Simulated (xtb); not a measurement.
Frequency calculation, with input and output: GeOF$_{3}$

- system: GeOF$_{3}$, multiplicity 2
- method: GFN2-xTB (xtb 6.7.1 later snapshot)

The geometry was optimised with GFN2-xTB.

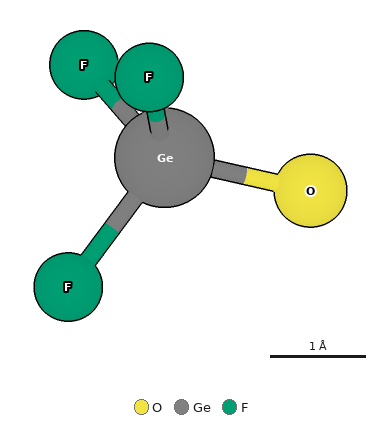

**Figure 1.** The structure as given in the input (ball-and-stick view, seen at a tilt). Sticks mark near contacts.

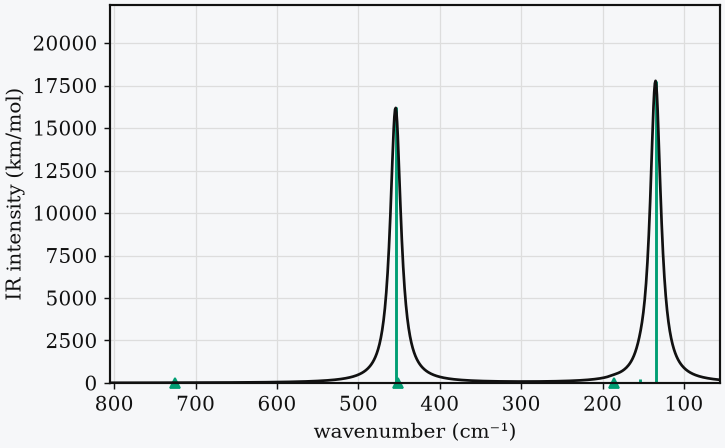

**Figure 2.** Harmonic infrared spectrum, unscaled: sticks (degenerate modes added up, dark ones marked on the axis) with a Lorentzian envelope of 16 cm⁻¹ full width, scaled to the tallest stick. 9 modes from 135 to 726 cm⁻¹, none imaginary. The strongest line is at 135 cm⁻¹ (17774 km/mol). All modes, in cm⁻¹ (km/mol): 135 (8791), 135 (8983), 154 (96), 154 (129), 186 (42), 451 (7.5), 454 (8143), 454 (8071), 726 (3.6).

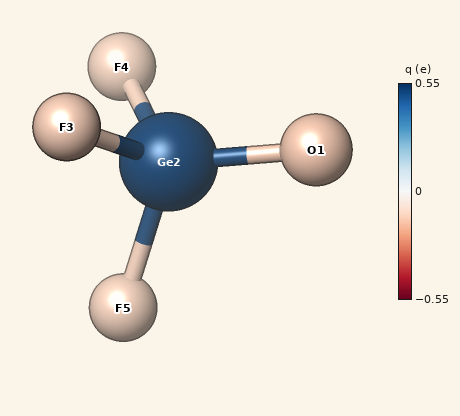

**Figure 3.** Mulliken charges, as the colour of each atom (ball-and-stick view, seen at a tilt; atoms are numbered from 1 in the order of the input). By element: O −0.14, Ge +0.52 and F −0.13 e.

These pictures come from the run below.

**Input (mol.xyz)**
```
5

O     -0.59877     0.11265     1.61134
Ge    -0.02619    -0.00714     0.08789
F      1.38044    -0.96474    -0.07518
F     -1.11687    -0.69511    -1.03424
F      0.41129     1.48064    -0.63121
```

Launch command:
```bash
xtb mol.xyz --uhf 1 --ptb --raman --hess > mol.out
```

**The program's output**
```
* xtb version 6.7.1
   ID    Z sym.   atoms
    1    8 O      1
    2   32 Ge     2
    3    9 F      3-5

           -------------------------------------------------
          |                Calculation Setup                |
           -------------------------------------------------

          program call               : xtb mol.xyz --uhf 1 --ptb --raman --hess
          coordinate file            : mol.xyz
          omp threads                :                     1

           -------------------------------------------------
          |                 G F N 2 - x T B                 |
           -------------------------------------------------

      * Hamiltonian:
        H0-scaling (s, p, d)           1.850000    2.230000    2.230000
        zeta-weighting                 0.500000
      * Dispersion:
        s8                             2.700000
        a1                             0.520000
        a2                             5.000000
        s9                             5.000000
      * Repulsion:
        kExp                           1.500000    1.000000
        rExp                           1.000000
      * Coulomb:
        alpha                          2.000000
        third order                    shell-resolved
        anisotropic                    true
        a3                             3.000000
        a5                             4.000000
        cn-shift                       1.200000
        cn-exp                         4.000000
        max-rad                        5.000000

          ...................................................
          :                      SETUP                      :
          :.................................................:
          :  # basis functions                  26          :
          :  # atomic orbitals                  25          :
          :  # shells                           11          :
          :  # electrons                        31          :
          :  max. iterations                   250          :
          :  Hamiltonian                  GFN2-xTB          :
          :  restarted?                      false          :
          :  GBSA solvation                  false          :
          :  PC potential                    false          :
          :  electronic temp.          300.0000000     K    :
          :  accuracy                    1.0000000          :
          :  -> integral cutoff          0.2500000E+02      :
          :  -> integral neglect         0.1000000E-07      :
          :  -> SCF convergence          0.1000000E-05 Eh   :
          :  -> wf. convergence          0.1000000E-03 e    :
          :  Broyden damping             0.4000000          :
          :  net charge                          0          :
          :  unpaired electrons                  1          :
          ...................................................

 iter      E             dE          RMSdq      gap      omega  full diag
   1    -19.0151847 -0.190152E+02  0.127E+01    7.31       0.0  T
   2    -19.0812812 -0.660964E-01  0.105E+01   13.19       1.0  T
   3    -20.1169923 -0.103571E+01  0.501E+00    8.86       1.0  T
   4    -20.1516602 -0.346679E-01  0.543E+00    7.86       1.0  T
   5    -20.1474097  0.425057E-02  0.350E+00    7.88       1.0  T
   6    -20.2141541 -0.667445E-01  0.106E+00    8.72       1.0  T
   7    -20.2151838 -0.102963E-02  0.966E-01    8.72       1.0  T
   8    -20.2189025 -0.371874E-02  0.317E-01    8.77       1.0  T
   9    -20.2191892 -0.286698E-03  0.240E-01    8.76       1.0  T
  10    -20.2194644 -0.275203E-03  0.774E-02    8.76       1.0  T
  11    -20.2194795 -0.150514E-04  0.249E-02    8.76       1.8  T
  12    -20.2194806 -0.111091E-05  0.208E-02    8.76       2.2  T
  13    -20.2194810 -0.444852E-06  0.149E-02    8.76       3.0  T
  14    -20.2194823 -0.131212E-05  0.565E-03    8.76       7.9  T
  15    -20.2194824 -0.789303E-07  0.162E-03    8.76      27.6  T
  16    -20.2194824 -0.148882E-07  0.875E-04    8.76      51.1  T
  17    -20.2194824  0.155730E-09  0.302E-04    8.76     148.2  T

   *** convergence criteria satisfied after 17 iterations ***

         #    Occupation            Energy/Eh            Energy/eV
      -------------------------------------------------------------
         1        2.0000           -0.8972329             -24.4149
       ...           ...                  ...                  ...
        10        2.0000           -0.5802742             -15.7901
        11        1.9999           -0.5674838             -15.4420
        12        1.9999           -0.5673001             -15.4370
        13        1.9999           -0.5672884             -15.4367
        14        1.9979           -0.5645110             -15.3611
        15        1.5016           -0.5586479             -15.2016
        16        1.5008           -0.5586448             -15.2015 (HOMO)
        17                         -0.2366778              -6.4403 (LUMO)
        18                         -0.1068038              -2.9063
        19                         -0.1067225              -2.9041
        20                         -0.0355066              -0.9662
        21                          0.0529020               1.4395
       ...                                ...                  ...
        25                          0.7338762              19.9698
      -------------------------------------------------------------
                  HL-Gap            0.3219670 Eh            8.7612 eV
             Fermi-level           -0.4781515 Eh          -13.0112 eV

 SCC (total)                   0 d,  0 h,  0 min,  0.003 sec
 SCC setup                      ...        0 min,  0.000 sec (  1.672%)
 Dispersion                     ...        0 min,  0.000 sec (  0.576%)
 classical contributions        ...        0 min,  0.000 sec (  0.129%)
 integral evaluation            ...        0 min,  0.000 sec ( 12.222%)
 iterations                     ...        0 min,  0.002 sec ( 65.411%)
 molecular gradient             ...        0 min,  0.001 sec ( 18.338%)
 printout                       ...        0 min,  0.000 sec (  1.362%)

         :::::::::::::::::::::::::::::::::::::::::::::::::::::
         ::                     SUMMARY                     ::
         :::::::::::::::::::::::::::::::::::::::::::::::::::::
         :: total energy             -20.195103449608 Eh    ::
         :: gradient norm              0.000032178914 Eh/a0 ::
         :: HOMO-LUMO gap              8.761167973170 eV    ::
         ::.................................................::
         :: SCC energy               -20.219482096569 Eh    ::
         :: -> isotropic ES            0.008780262896 Eh    ::
         :: -> anisotropic ES         -0.000093171330 Eh    ::
         :: -> anisotropic XC         -0.005405050760 Eh    ::
         :: -> dispersion             -0.002310373295 Eh    ::
         :: repulsion energy           0.024378646961 Eh    ::
         :: add. restraining           0.000000000000 Eh    ::
         :: total charge               0.000000000000 e     ::
         :::::::::::::::::::::::::::::::::::::::::::::::::::::

           -------------------------------------------------
          |                Numerical Hessian                |
           -------------------------------------------------
step length          :   0.00500
SCC accuracy         :   0.30000
Hessian scale factor :   1.00000
frozen atoms in %    :   0.00000    0
RMS gradient         :   0.00003
estimated CPU  time      0.00 min
Hessian matrix computed using GFN2-xTB.

           -------------------------------------------------
          |                      P T B                      |
           -------------------------------------------------

                              @@@ @

Calculating vibrational intensities using PTB ...
estimated CPU  time      0.01 min
... done.

writing file <hessian>, containing the non-mass-weighted Hessian matrix in atomic units (Eₕ/Bohr²).

 projected vibrational frequencies (cm⁻¹)
eigval :       -0.00    -0.00    -0.00     0.00     0.00     0.00
eigval :      134.93   135.04   153.59   153.62   185.68   450.78
eigval :      454.25   454.40   725.75
           -------------------------------------------------
          |                Property Printout                |
           -------------------------------------------------

    * Orbital Energies and Occupations

         #    Occupation            Energy/Eh            Energy/eV
      -------------------------------------------------------------
         1        2.0000           -0.8972333             -24.4150
       ...           ...                  ...                  ...
         4        2.0000           -0.7672447             -20.8778
         5        2.0000           -0.6760695             -18.3968
         6        2.0000           -0.6021528             -16.3854
         7        2.0000           -0.6021026             -16.3840
         8        2.0000           -0.6020967             -16.3839
         9        2.0000           -0.5802800             -15.7902
        10        2.0000           -0.5802745             -15.7901
        11        1.9999           -0.5674844             -15.4420
        12        1.9999           -0.5673007             -15.4370
        13        1.9999           -0.5672889             -15.4367
        14        1.9979           -0.5645108             -15.3611
        15        1.5016           -0.5586472             -15.2016
        16        1.5008           -0.5586440             -15.2015 (HOMO)
        17                         -0.2366777              -6.4403 (LUMO)
        18                         -0.1068039              -2.9063
        19                         -0.1067225              -2.9041
        20                         -0.0355067              -0.9662
        21                          0.0529019               1.4395
        22                          0.0529888               1.4419
        23                          0.6276756              17.0799
        24                          0.7338240              19.9684
        25                          0.7338759              19.9698
      -------------------------------------------------------------
                  HL-Gap            0.3219663 Eh            8.7612 eV
             Fermi-level           -0.4781510 Eh          -13.0112 eV
Molecule has the following symmetry elements: (C3) 3*(sigma)
It seems to be the C3v point group

     #   Z          covCN         q      C6AA      α(0)
     1   8          0.784    -0.142    17.173     5.554
     2  32          2.935     0.525   206.303    27.932
     3   9          0.717    -0.128    10.523     3.831
     4   9          0.717    -0.128    10.523     3.831
     5   9          0.717    -0.128    10.523     3.831

 Mol. C6AA /au·bohr⁶  :        761.109409
 Mol. C8AA /au·bohr⁸  :      37238.563664
 Mol. α(0) /au        :         44.978187

Wiberg/Mayer (AO) data.
largest (>0.10) Wiberg bond orders for each atom

 ---------------------------------------------------------------------------
     #   Z sym  total        # sym  WBO       # sym  WBO       # sym  WBO
 ---------------------------------------------------------------------------
     1   8      1.793 --     2      1.443     4      0.117     5      0.117
                             3      0.117
     2  32      4.612 --     1      1.443     5      1.056     4      1.056
                             3      1.056
     3   9      1.288 --     2      1.056     1      0.117
     4   9      1.289 --     2      1.056     1      0.117
     5   9      1.288 --     2      1.056     1      0.117
 ---------------------------------------------------------------------------

Topologies differ in total number of bonds
Writing topology from bond orders to xtbtopo.mol

molecular dipole:
                 x           y           z       tot (Debye)
 q only:       -0.028       0.006       0.074
   full:        0.037      -0.008      -0.099       0.271
molecular quadrupole (traceless):
                xx          xy          yy          xz          yz          zz
 q only:        0.117       0.015       0.185       0.187      -0.042      -0.302
  q+dip:        0.252       0.029       0.393       0.392      -0.079      -0.645
   full:        0.540       0.064       0.843       0.842      -0.173      -1.383

           -------------------------------------------------
          |               Frequency Printout                |
           -------------------------------------------------
 projected vibrational frequencies (cm⁻¹)
eigval :       -0.00    -0.00    -0.00     0.00     0.00     0.00
eigval :      134.93   135.04   153.59   153.62   185.68   450.78
eigval :      454.25   454.40   725.75
 reduced masses (amu)
    1:     23.13    2:     26.01    3:     25.11    4:     21.53    5:     22.75    6:     18.04
    7:     18.19    8:     18.19    9:     23.06   10:     23.05   11:     23.30   12:     20.18
   13:     21.90   14:     21.90   15:     18.27
 IR intensities (km·mol⁻¹)
    1:      4.05    2:      3.06    3:      0.65    4:      1.04    5:      0.00    6:     11.54
    7:   8791.00    8:   8983.48    9:     96.16   10:    128.88   11:     42.19   12:      7.53
   13:   8142.91   14:   8071.29   15:      3.62
 Raman intensities (Ä⁴*amu⁻¹)
    1: 188421.66    2: 164472.21    3:  18932.69    4:  71962.84    5:  92376.07    6:  40637.71
    7: 102994.30    8:  45876.34    9:  23943.87   10:  30584.66   11:  50166.88   12:  79051.30
   13: 184298.68   14:  58684.78   15: 732108.78
 output can be read by thermo (or use thermo option).
 writing <g98.out> molden fake output.
 recommended (thermochemical) frequency scaling factor: 1.0
           -------------------------------------------------
          |             Thermodynamic Functions             |
           -------------------------------------------------

c3v symmetry found (for desy threshold:  0.10E+00) used in thermo

          ...................................................
          :                      SETUP                      :
          :.................................................:
          :  # frequencies                           9      :
          :  # imaginary freq.                       0      :
          :  linear?                             false      :
          :  only rotor calc.                    false      :
          :  symmetry                              c3v      :
          :  rotational number                       3      :
          :  scaling factor                  1.0000000      :
          :  rotor cutoff                   50.0000000 cm⁻¹ :
          :  imag. cutoff                  -20.0000000 cm⁻¹ :
          :.................................................:

    mode    ω/cm⁻¹     T·S(HO)/kcal·mol⁻¹    T·S(FR)/kcal·mol⁻¹   T·S(vib)
   ------------------------------------------------------------------------
       1    134.93    -0.85706 ( 98.15%)    -0.76220 (  1.85%)    -0.85530
       2    135.04    -0.85656 ( 98.16%)    -0.76194 (  1.84%)    -0.85481
       3    153.59    -0.78331 ( 98.89%)    -0.72385 (  1.11%)    -0.78265
       4    153.62    -0.78323 ( 98.89%)    -0.72380 (  1.11%)    -0.78257
       5    185.68    -0.67695 ( 99.48%)    -0.66768 (  0.52%)    -0.67690
   ------------------------------------------------------------------------

   temp. (K)  partition function   enthalpy   heat capacity  entropy
                                   cal/mol     cal/K/mol   cal/K/mol   J/K/mol
 298.15  VIB   39.7                 2562.448     14.277     15.892
         ROT  0.415E+05              888.727      2.981     24.111
         INT  0.165E+07             3451.175     17.258     40.003
         TR   0.538E+26             1481.212      4.968     40.838
         TOT                        4932.3873    22.2260    80.8412   338.2394

       T/K    H(0)-H(T)+PV         H(T)/Eh          T*S/Eh         G(T)/Eh
   ------------------------------------------------------------------------
    298.15    0.786026E-02    0.143486E-01    0.384102E-01   -0.240617E-01
   ------------------------------------------------------------------------

         :::::::::::::::::::::::::::::::::::::::::::::::::::::
         ::                  THERMODYNAMIC                  ::
         :::::::::::::::::::::::::::::::::::::::::::::::::::::
         :: total free energy         -20.219165131212 Eh   ::
         ::.................................................::
         :: total energy              -20.195103449826 Eh   ::
         :: zero point energy           0.006488304756 Eh   ::
         :: G(RRHO) w/o ZPVE           -0.030549986143 Eh   ::
         :: G(RRHO) contrib.           -0.024061681387 Eh   ::
         :::::::::::::::::::::::::::::::::::::::::::::::::::::

           -------------------------------------------------
          | TOTAL ENERGY              -20.195103449826 Eh   |
          | TOTAL ENTHALPY            -20.180754885547 Eh   |
          | TOTAL FREE ENERGY         -20.219165131212 Eh   |
          | GRADIENT NORM               0.000032319598 Eh/α |
          | HOMO-LUMO GAP               8.761150090473 eV   |
           -------------------------------------------------

------------------------------------------------------------------------
------------------------------------------------------------------------
 total:
 *  cpu-time:     0 d,  0 h,  0 min,  0.495 sec
 * ratio c/w:     1.000 speedup
 SCF:
 *  cpu-time:     0 d,  0 h,  0 min,  0.003 sec
 * ratio c/w:     1.000 speedup
 analytical hessian:
 *  cpu-time:     0 d,  0 h,  0 min,  0.486 sec
 * ratio c/w:     1.000 speedup
```

**File vibspectrum**
```
$vibrational spectrum
#  mode     symmetry     wave number   IR intensity   Raman activity   Raman scatt. cross-section   selection rules
#                           (cm⁻¹)      (km*mol⁻¹)      (Å⁴*amu⁻¹)             (Å²*sr⁻¹)              IR     RAMAN
     1                      -0.00         0.00000         0.00000             0.00000E+00              -       -
     2                      -0.00         0.00000         0.00000             0.00000E+00              -       -
     3                      -0.00         0.00000         0.00000             0.00000E+00              -       -
     4                       0.00         0.00000         0.00000             0.00000E+00              -       -
     5                       0.00         0.00000         0.00000             0.00000E+00              -       -
     6                       0.00         0.00000         0.00000             0.00000E+00              -       -
     7        a            134.93      8791.00291    102994.29547             0.12922E-08             YES     YES
     8        a            135.04      8983.47840     45876.34114             0.57472E-09             YES     YES
     9        a            153.59        96.15939     23943.86630             0.24033E-09             YES     YES
    10        a            153.62       128.87679     30584.65620             0.30690E-09             YES     YES
    11        a            185.68        42.19125     50166.88479             0.36595E-09             YES     YES
    12        a            450.78         7.53462     79051.30446             0.15003E-09             YES     YES
    13        a            454.25      8142.90510    184298.67859             0.34612E-09             YES     YES
    14        a            454.40      8071.29316     58684.77952             0.11016E-09             YES     YES
    15        a            725.75         3.61801    732108.77537             0.74406E-09             YES     YES
$end
```

**Standard error**
```
normal termination of xtb
```

**Summary**

- outcome: converged
- electrons treated: 31
- total energy: −20.195103 hartree
- dispersion energy: −0.002310 hartree
- basis functions: 26
- zero-point energy: 0.006488 hartree
- dipole moment: 0.27 D
- wavenumbers, lowest and highest: 135 and 726 cm⁻¹
- hardware: 1 thread of Arm Neoverse V2, 24 GiB of memory available, shared host
- wall time: 0.51 s
- peak memory: 0.072 GiB

**Notes**

Further notes kept with the run: no spin polarisation: high-spin states lie too high.
